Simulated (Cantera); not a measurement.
Feed: 1 mol Si, 0.58 mol Cl2, 7.8 mol H2, held at 1.00 bar.

Cantera equilibrium calculation (NASA polynomials, part measured and part estimated; ideal gas, pure solids and liquids). Candidate condensed phases: Si; 19 gas species. The tables' values for SiCl3 are old estimates; treat these amounts as uncertain. Kinetics and transport are ignored.

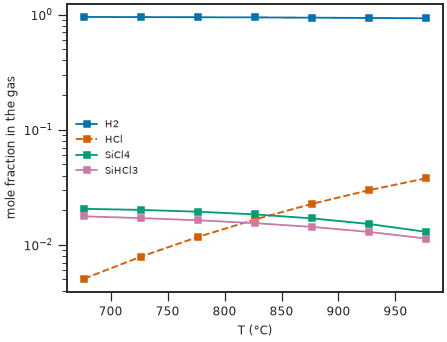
Fig. 1. Equilibrium gas composition (values under 1e-9 drawn at 1e-9)

From 677 °C to 977 °C the condensed part is Si(s). The main Si-bearing gas is SiCl4 throughout. The share of Si in condensed phases is highest at 977 °C (73.7 %) and lowest at 677 °C (67.8 %).
